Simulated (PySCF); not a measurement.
**C4H5FO5: density, localisation and related maps**

```xyz
15

O     3.1709   -0.5627    0.0759
C     2.5217    0.4325    0.0863
O     1.1998    0.5246   -0.0865
C     0.4718   -0.6789   -0.2830
O    -0.3730   -0.5342   -1.3581
C    -1.4290    0.3494   -1.0623
O    -2.1457   -0.0949    0.0685
C    -1.3231   -0.2626    1.1430
F    -0.9340    0.9746    1.6140
O    -0.2027   -1.0231    0.8910
H     2.9132    1.4501    0.2342
H     1.1691   -1.5011   -0.4940
H    -1.0438    1.3666   -0.8936
H    -2.1164    0.3184   -1.9073
H    -1.8832   -0.7507    1.9500
```

Geometry: GFN2-xTB.

The calculation used PBE0/def2-SVPD, SCF density, gas phase (PySCF).

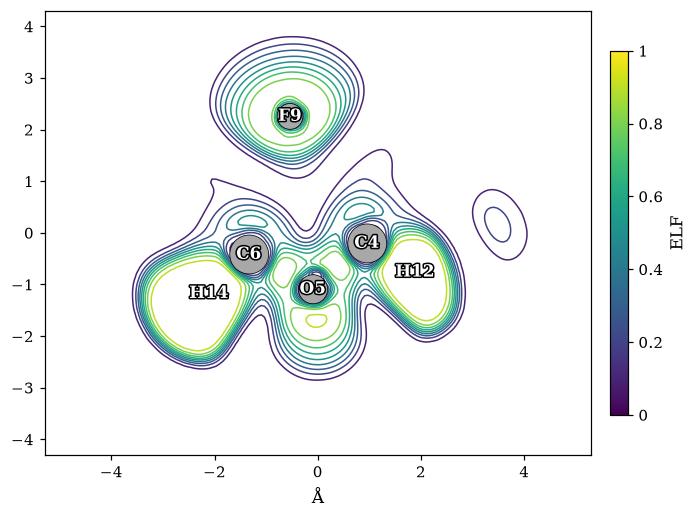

Figure 1. Electron localisation function on the plane of atoms C4, O5 and C6. Grey discs cover the atomic cores.

> Read the bonding off the picture.

Atoms in the plane: C, O, F and H.
C–H (1.09 Å): the ELF climbs to about 1 towards the hydrogen, as it does in any bond to H (a covalent bond by its length).
C–O (1.37 Å): the ELF peaks at about 0.90 between the atoms: a polar covalent bond.
The ELF also peaks beside O5 and F9, away from the bonds: lone-pair regions.

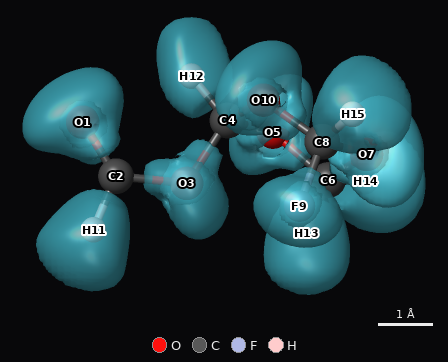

Figure 2. Isosurface of the electron localisation function at 0.75 (cyan), seen from one side. Only the valence region is drawn (cores and ρ < 0.01 e/Å³ removed).

> What do the ELF domains correspond to?

The surface consists of five regions around hydrogen nuclei, one region on F in which the atom's valence shell and bonds are merged and five regions on O in which the atom's valence shell and bonds are merged. Along the contacts the grid gives the following. C–O (1.19 Å): the ELF peaks at about 0.85 between the atoms: a short, multiple covalent bond. C–F (1.38 Å): the ELF peaks at about 0.85 between the atoms: a polar covalent bond.

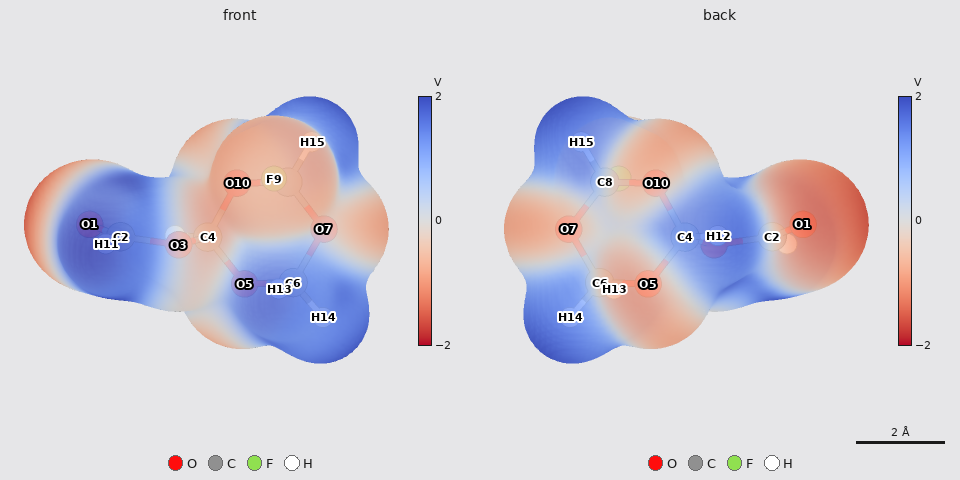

Figure 3. The electrostatic potential painted on the density surface at 0.004 e/bohr³, seen from the front and from behind; the colour scale runs from red (negative) to blue (positive).

> Which sites attract a positive test charge, and which a negative one?

A positive charge is drawn to the negative regions and a negative charge to the positive ones. The most negative region (about −1.5 V, or −35 kcal/mol for a unit charge) lies over O1, the most positive (about +1.9 V, or +44 kcal/mol for a unit charge) over C2, H11, H14 and H15. O1 is the likeliest acceptor of a hydrogen bond.
